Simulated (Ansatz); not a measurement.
AlBH2OF2 (SMILES O[B](F)[AlH][F]): the energy, rung by rung

The species is AlBH2OF2 (7 atoms), meant as a singlet with charge 0. SMILES: `O[B](F)[AlH][F]`. The shape was relaxed beforehand at r2SCAN/def2-SVP. This is one conformer, not always the lowest.

Quantity: the adiabatic electron affinity (to the doublet anion, shapes relaxed at r2SCAN/def2-SVP, no zero-point term), in eV. The values are calculated.

The electron affinity is E(neutral) − E(anion): positive where the electron is bound.

| level | kind | program | value (eV) | less CCSD(T)/def2-SVP | CPU time (all runs) |
| --- | --- | --- | --- | --- | --- |
| SVWN5/def2-SVP | LDA | Ansatz | 0.60 | +0.39 | 2.6 s |
| PBE/def2-SVP | GGA | Ansatz | 0.51 | +0.30 | 5.1 s |
| r2SCAN/def2-SVP | meta-GGA | Ansatz | 0.62 | +0.41 | 12 s |
| B3LYP/def2-SVP | global hybrid | Ansatz | 0.45 | +0.24 | 7.1 s |
| CAM-B3LYP/def2-SVP | range-separated hybrid | Ansatz | 0.44 | +0.23 | 7.9 s |
| RPA@PBE/def2-SVP | RPA | Ansatz | 0.34 | +0.13 | 7.4 s |
| MP2/def2-SVP | perturbation theory | Ansatz | 0.15 | -0.06 | 2.3 s |
| CCSD(T)/def2-SVP | coupled cluster or CI | Ansatz | 0.21 | 0.00 | 37 s |

Differences are taken from CCSD(T)/def2-SVP for orientation; it has basis-set and higher-order errors of its own. Sets without diffuse functions describe the anion poorly, and affinities from them come out too low, at high levels too. The values span 0.15 to 0.62 eV. In so small a basis fixed costs decide the times, and correlated methods can beat functionals. CPU times are rough (shared hosts, several kinds of processor and program).

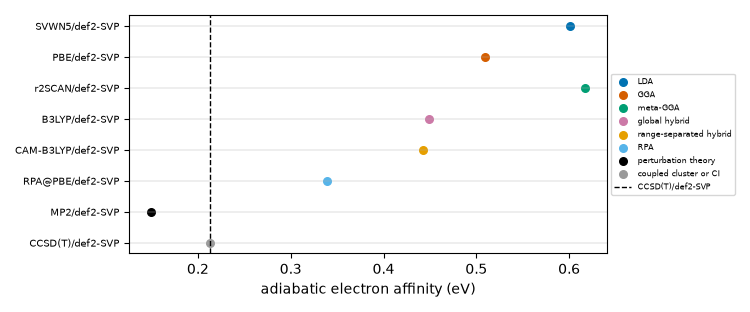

The values of the table, level by level.
